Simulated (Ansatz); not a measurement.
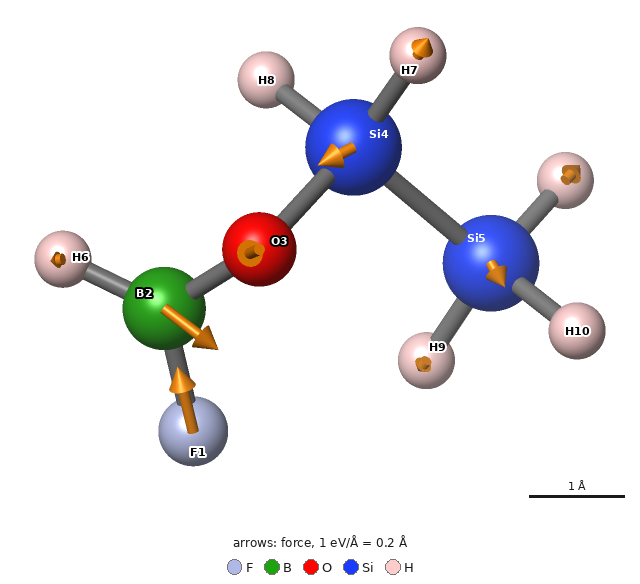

Starting geometry of BSi2H6OF (coarse preliminary run) with the computed forces as orange arrows. Style: ball-and-stick. Shown at a tilt.

The start comes from a force field.

Method: RKS PBE-D4/def2-SVP (Ansatz 0.2.0).

Input
```yaml
crystal:
  periodic: [false, false, false]
  atoms:
    - {symbol: F, position_ang: [-2.282000, -0.537100, 0.969100]}
    - {symbol: B, position_ang: [-1.940500, 0.733700, 0.305500]}
    - {symbol: O, position_ang: [-0.707000, 1.385100, 0.649700]}
    - {symbol: Si, position_ang: [0.571400, 0.801900, -0.455100]}
    - {symbol: Si, position_ang: [1.243200, -1.222000, 0.184100]}
    - {symbol: H, position_ang: [-2.674600, 1.275700, -0.455700]}
    - {symbol: H, position_ang: [1.663700, 1.721900, -0.474700]}
    - {symbol: H, position_ang: [-0.013000, 0.722300, -1.823000]}
    - {symbol: H, position_ang: [0.125200, -2.150400, 0.262200]}
    - {symbol: H, position_ang: [1.817700, -1.104700, 1.574300]}
    - {symbol: H, position_ang: [2.261200, -1.683500, -0.715700]}
basis:
  gaussian: {orbitals: def2-SVP}
hamiltonian: {xc: pbe, dispersion: d4}
relax: {f_tol: 0.03, max_steps: 200}
```

Command:
```bash
ansatz run in.yaml --threads 4 --pin off --events-out ev --progress --plain --max-ram 10444MiB
```

> Is this structure relaxed? If not, where do the atoms go?

It isn't relaxed: the largest force vector, on F1, is 3.86 eV/Å. The final displacements have little in common with the starting forces (cosine between the two patterns 0.19). After 14 geometry steps the energy has fallen by 1.121 eV. Largest force component: 3.3 eV/Å at the start, 0.02 eV/Å at the end. The largest move after the best rigid fit is that of H6, 1.16 Å. By element the largest moves are H 1.16 Å, O 1.00 Å, F 0.57 Å, Si 0.31 Å, B 0.19 Å. Among the contacts that change: Si4–Si5 2.226 → 2.358 Å, F1–B2 1.474 → 1.347 Å, B2–O3 1.437 → 1.350 Å, Si4–H7 1.428 → 1.503 Å. Among the angles between lasting bonds that change: B2–O3–Si4 108.5° → 133.4°, F1–B2–H6 122.6° → 118.6°, O3–Si4–H7 110.2° → 106.2°. Groups turn about B2–O3 by about 90°, O3–Si4 by about 80°.
